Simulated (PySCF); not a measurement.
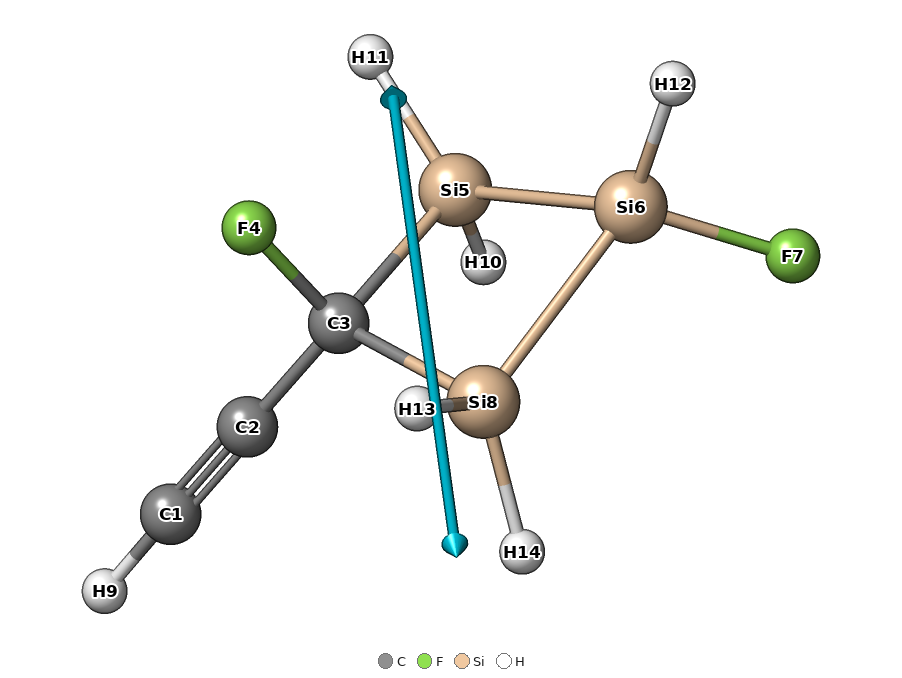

The double arrow shows the direction of the transition dipole to excited singlet state 7 (its length means nothing). The computed structure is the end point of a GFN2-xTB optimisation. No frequency run is at hand to confirm it as a minimum. Properties computed with TDDFT B3LYP/def2-SVPD, vertical, gas phase, core orbitals frozen in the response (PySCF 2.14.0).

### Give its energy, strength and character.

5.93 eV (209 nm), oscillator strength 0.090, mainly HOMO−1 → LUMO+1 (weight 0.92); transition dipole 2.00 D.

The geometry is semi-empirical. Around Si such bond lengths and angles can be off by a tenth of an ångström or more and by several degrees, and values that hang on the shape move with them.
